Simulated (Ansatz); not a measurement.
## Loss of H2: CH7GaO → CH5GaO + H2

Species: CH7GaO `C[OH+][GaH3-]`, singlet; CH5GaO `C[O][GaH2]`, singlet; H2 (hydrogen), singlet. 

Shapes, held fixed at every level: PBE0-D4/def2-TZVP. Programs: Ansatz 0.2.0. The zero-point and thermal change to 298 K, harmonic and unscaled (PBE0-D4/def2-TZVP), is -18.0 kJ/mol.

```
              level                    kind  ΔH(298 K) (kJ/mol)  less CCSD(T)/def2-TZVPP
        HF/def2-SVP            Hartree–Fock               +19.7                    +14.8
B3LYP-D4/def2-TZVPP           global hybrid                -1.4                     -6.3
BHLYP-D4/def2-TZVPP           global hybrid                +9.8                     +4.9
 wB97M-V/def2-TZVPP  range-separated hybrid                +8.1                     +3.2
     MP2/def2-TZVPP     perturbation theory                -1.7                     -6.6
      CCSD/def2-SVP   coupled cluster or CI               +15.3                    +10.4
 CCSD(T)/def2-TZVPP   coupled cluster or CI                +4.9                      0.0
```

The highest level, CCSD(T)/def2-TZVPP, gives ΔH(298 K) = +4.9 kJ/mol; the levels span -1.7 to +19.7. They disagree on the sign: 5 of 7 are positive. The column of differences is taken from that level and isn't an error. No measured value is set beside it here. Relativity is left out for Ga unless named. Correlated rows may include outer-core shells of Ga, which these sets cover unevenly.

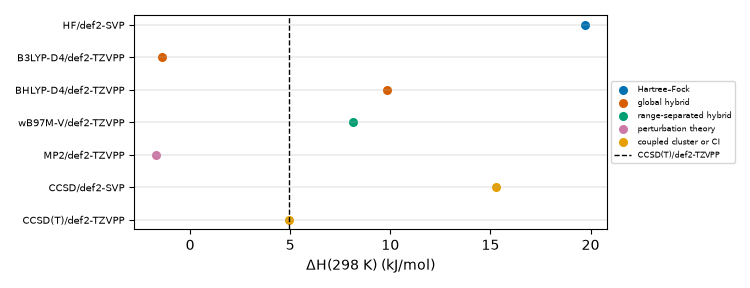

The values of the table, level by level.
